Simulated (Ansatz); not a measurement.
**F$_{3}$Si$_{2}$ (SMILES F[Si-](F)(F)=[Si]) (charge −1): density, localisation and related maps**

Input

```
crystal:
  periodic: [false, false, false]
  atoms:
    - {symbol: F, position_ang: [-1.942228, -1.843643, 1.088656]}
    - {symbol: F, position_ang: [0.306863, -0.841137, 1.172295]}
    - {symbol: F, position_ang: [-0.340446, -2.234118, -0.895006]}
    - {symbol: Si, position_ang: [-0.926666, -1.009221, 0.063194]}
    - {symbol: Si, position_ang: [-1.634501, 0.679978, -1.330055]}
basis:
  gaussian: {orbitals: def2-TZVPD}
total_charge: -1
hamiltonian: {xc: {name: PBE0}}
output: {forces: true, orbitals: {seedname: orbitals}}
```

Run with:

```sh
ansatz run input.yaml --threads 2 --pin off --max-ram 4350MiB --events-out events.jsonl --progress --plain --runs-dir runs
```

Geometry: PBE0-D3(BJ)/def2-SVPD.

All numbers below come from Ansatz, isolated molecule in a Gaussian basis; Kohn-Sham density functional theory, functional PBE0.

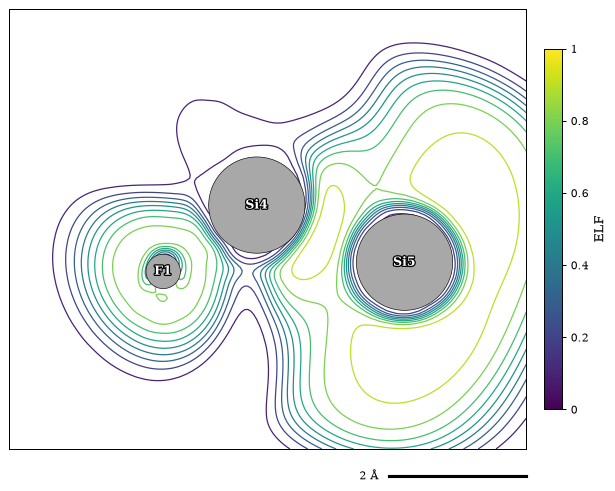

Figure 1. ELF on the plane of atoms F1, Si4 and Si5. Grey discs cover the atomic cores.

What do the fields say about this system?

The section cuts through F and Si sites.
Si–F (1.67 Å): the ELF peaks at about 0.85 in the valence shell of F, 0.6 Å from its nucleus, and is about 0.55 at the midpoint.
Si–Si (2.30 Å): the ELF peaks at about 0.95 between the atoms (a shared electron pair).
The ELF also peaks beside Si5 and F1, away from the bonds: lone-pair regions.

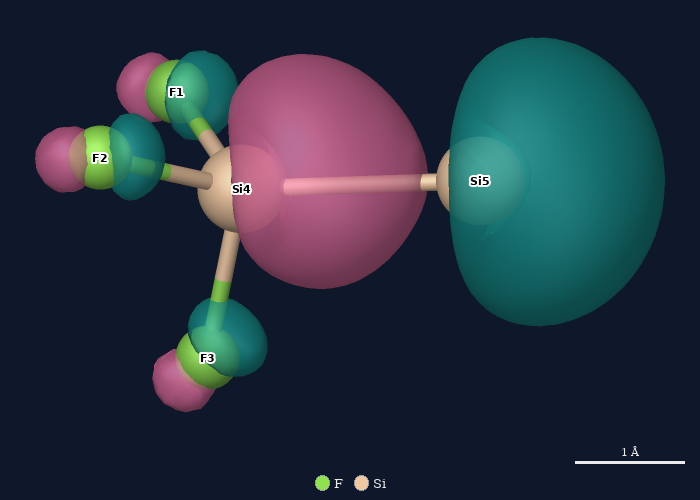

Figure 2. The HOMO−1 at ±0.15 Å⁻³ᐟ² (teal and pink are the two phases), seen at an oblique angle.

Where does this orbital lie, and at what energy?

Its weight (Hirshfeld) is mainly on Si5 (about 65 %) and Si4 (about 25 %). Its energy is −2.55 eV.

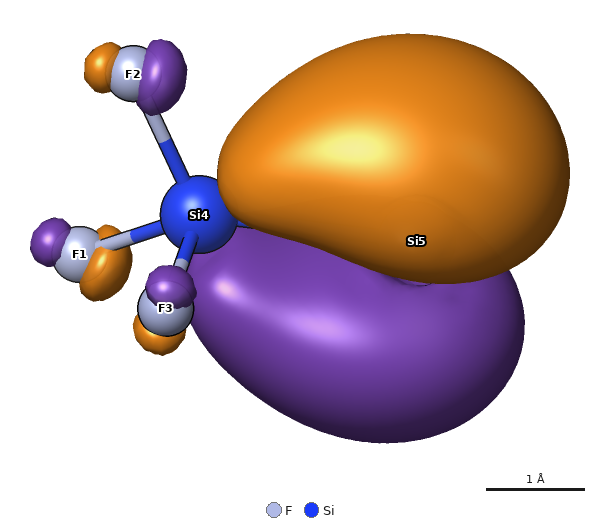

Figure 3. The HOMO at ±0.1 Å⁻³ᐟ² (orange and purple are the two phases), seen at an oblique angle.

Describe this orbital and give its energy.

It lies mainly on Si5 (about 80 %) and Si4 (about 20 %). Its energy is −0.03 eV.
